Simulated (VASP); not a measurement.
Shape and ions are relaxed at each volume.

Energy against volume of Zn (hcp). All values below come from RPBE GGA, VASP's PBE PAW potentials (set 64) (plane waves; VASP).

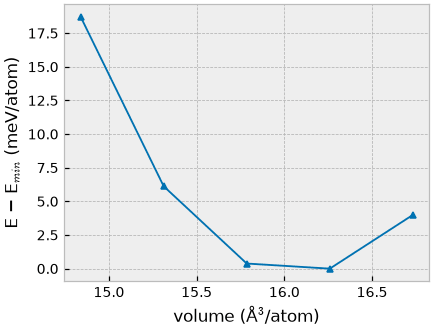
Figure. Energy against volume

Problem. Estimate the equilibrium volume and the bulk modulus.

Solution. The minimum lies near 16.1 Å³/atom, and the curvature gives B0 of about 55 GPa.

Measured: bulk modulus 69.7 GPa at 0 K (computed value off by -21.7 %), as given by Vázquez-Parga, Fernández-Martínez, Viñes, J. Chem. Theory Comput. (2023), doi:10.1021/acs.jctc.3c00612, Supporting … [zero-point energy and finite temperature contributions removed].

The compound is Zn in the hcp structure. It was relaxed first, which changed the volume by +6 %.
